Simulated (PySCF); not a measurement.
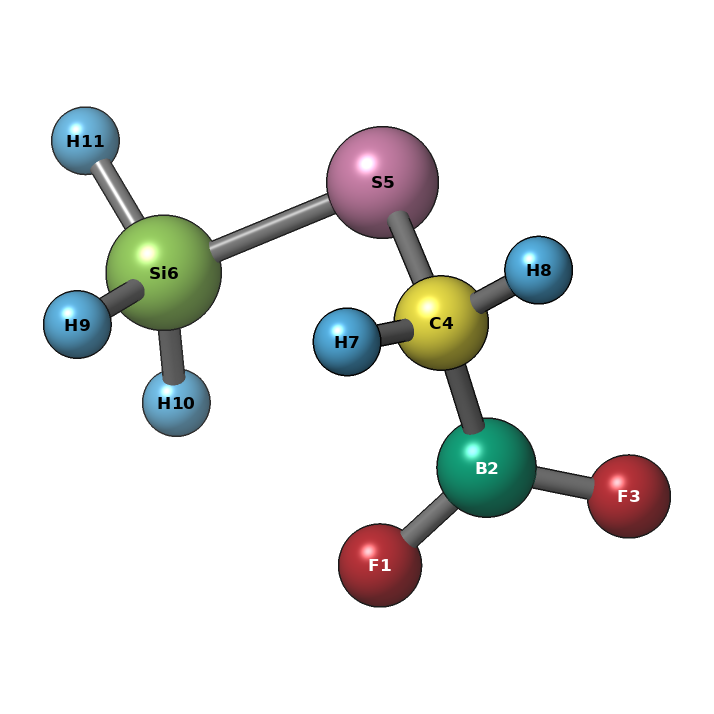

The geometry was computed by an optimisation with PBE0-D3(BJ)/def2-SVP. No frequency run is at hand to confirm it as a minimum. Properties computed with delta-SCF UKS SCAN, pcX-2 on the ionised atom, pcseg-1 elsewhere, spin-free X2C (PySCF 2.14.0).

Give the core-electron binding energies (to vacuum; p and d levels without spin–orbit splitting) of F1 1s, B2 1s, C4 1s, S5 1s, S5 2p, Si6 1s, Si6 2p.

| atom | level | binding energy (eV) |
| --- | --- | --- |
| F1 | 1s | 693.6 |
| B2 | 1s | 199.3 |
| C4 | 1s | 291.5 |
| S5 | 1s | 2477.1 |
| S5 | 2p | 169.7 |
| Si6 | 1s | 1847.2 |
| Si6 | 2p | 107.6 |
